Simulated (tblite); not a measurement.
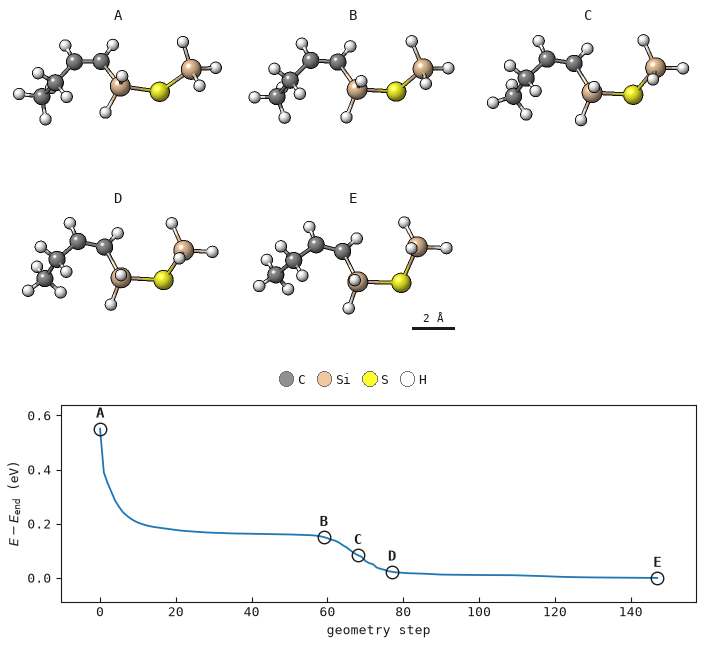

Frames of a relaxation of C4H12SSi2, marked on the history of the run. A ball-and-stick model, seen at a tilt.

These are results of GFN2-xTB geometry optimisation, gas phase in tblite, not measurements. 

Describe the path.

Over 147 geometry steps the energy falls by 0.551 eV. An H atom moves most after the best rigid fit: 1.54 Å. Largest moves by element: H 1.54 Å, Si 0.70 Å, S 0.53 Å, C 0.49 Å. Near-neighbour distances that change, for instance: C–Si 1.826 → 1.877 Å, C–H 1.129 → 1.088 Å, C–C 1.492 → 1.530 Å, H–Si 1.481 → 1.452 Å. Bond angles that change, for instance: C–Si–H 106.2° → 114.4°, Si–S–Si 112.4° → 104.4°, H–Si–H 106.3° → 112.9°. Groups turn about C–C by about 60°, S–Si by about 35°, C–Si by about 30°. Cost: 1.4 s on 1 thread of Arm Neoverse V1 (shared host). From step 0 to 59: an H atom moves most (0.46 Å), energy −0.400 eV. From step 59 to 68: H atoms move most (0.45 Å), energy −0.067 eV. From step 68 to 77: an H atom moves most (0.41 Å), energy −0.061 eV. From step 77 to 147: H atoms move most (0.49 Å), energy −0.023 eV.
